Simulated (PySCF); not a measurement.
Cd(iPr)(OSiH3), SMILES C[CH](C)[Cd][O][SiH3] at its GFN2-xTB optimised geometry (Å):

```
16

Cd     0.2883     1.9147     0.1259
C      0.8140     2.4895     2.1697
C      1.5279     1.2905     2.7776
C     -0.5117     2.7543     2.8707
H      1.4519     3.3770     2.2084
H      1.6988     1.4575     3.8444
H      0.9180     0.3877     2.6742
H      2.4985     1.1205     2.3038
H     -1.0014     3.6480     2.4739
H     -0.3475     2.9076     3.9405
H     -1.1834     1.8963     2.7565
O     -1.0244     0.3085     0.0000
Si    -0.4903    -1.1809     0.0000
H     -0.9489    -1.9147    -1.1881
H     -0.9268    -1.8856     1.2191
H      1.0244    -1.1809     0.0000
```

Level of theory: CAM-B3LYP/def2-TZVP, def2 effective core potentials past Kr (PySCF 2.14.0). The core electrons that the potentials of Cd replace are not part of the density.

Map of the Laplacian of the electron density (e/bohr⁵), clipped to [-1.50, 1.50] on the plane z = 1.2 Å:

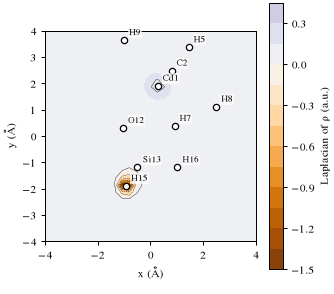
Laplacian of the electron density (e/bohr⁵), clipped to [-1.50, 1.50] on the plane z = 1.2 Å.
